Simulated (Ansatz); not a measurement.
The calculation's input:

```
crystal:
  periodic: [false, false, false]
  atoms:
    - {symbol: C, position_ang: [-0.376829, 0.714359, -1.058096]}
    - {symbol: Si, position_ang: [0.128098, -0.068320, 0.340398]}
    - {symbol: Se, position_ang: [0.803784, -2.298493, 0.976688]}
    - {symbol: H, position_ang: [1.029339, -1.965424, 2.391606]}
    - {symbol: H, position_ang: [-0.478237, 0.209407, -2.023456]}
    - {symbol: H, position_ang: [0.262352, 0.631299, 1.650505]}
basis:
  gaussian: {orbitals: "def2-TZVPPD.json"}
total_charge: -1
hamiltonian: {xc: pbe0, dispersion: d4}
output: {orbitals: {seedname: orbitals}}
```

Launched as:

```sh
ansatz run in.yaml --threads 2 --pin off --events-out ev --progress --plain --max-ram 4352MiB
```

Geometry: PBE0-D4/def2-TZVPD.

Computed with RKS PBE0-D4/def2-TZVPPD (Ansatz).

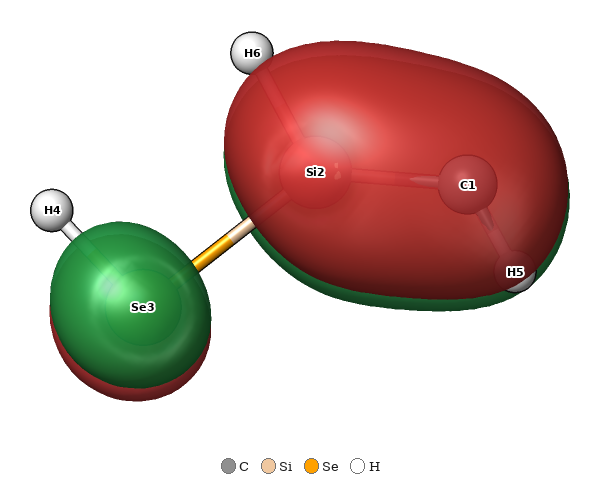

CH$_{3}$SeSi (charge −1). The HOMO−1 at ±0.08 Å⁻³ᐟ² (green and red are the two phases), seen across its widest extent.

Describe this orbital and give its energy.

Its weight (Hirshfeld) is mainly on C1 (about 45 %), Si2 (about 40 %) and Se3 (about 10 %); it changes sign across the molecular plane (π type); π-bonding across C1–Si2. Its energy is −0.81 eV.
